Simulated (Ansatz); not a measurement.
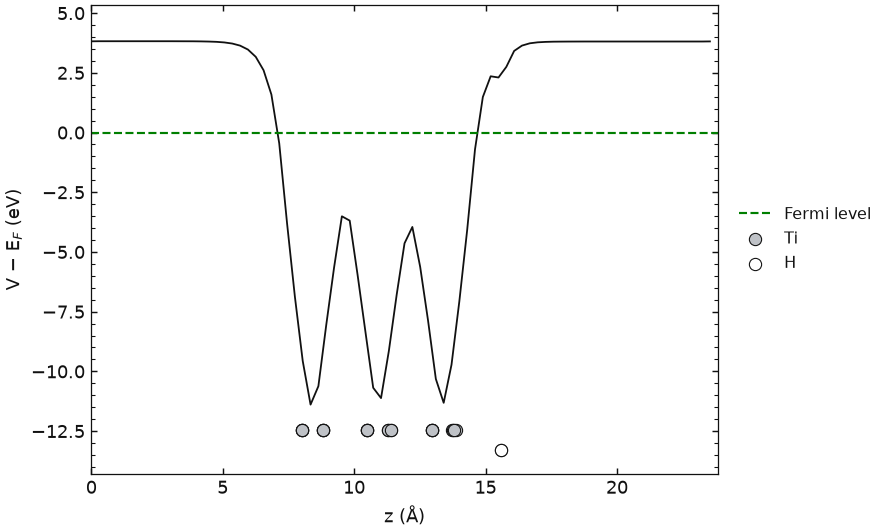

Plane-averaged electrostatic potential energy of an electron across the slab; circles at the bottom mark the heights of the atoms.

System: a (100) slab cut from Ti (P6_3/mmc), of composition Ti12H (not the bulk's), ended by Ti planes, 26 atoms in the cell, the whole at its places in the relaxed adsorbed structure.

Method: DFT PBE+D3(BJ), scalar-relativistic, plane waves, PAW, no spin polarisation, 3×2×1 k mesh (Ansatz 0.2.0).

Read off the work function of each face.

The work function is 3.81 eV, the same on both faces. The two vacuum levels agree, so the slab has no net dipole along its normal.

How thick are slab and vacuum?

The outermost atoms are 7.6 Å apart, which leaves 16.2 Å of vacuum in a cell 23.8 Å high.

The atoms aren't at rest in this cell (largest force 0.5 eV/Å), so the relaxed material can differ.
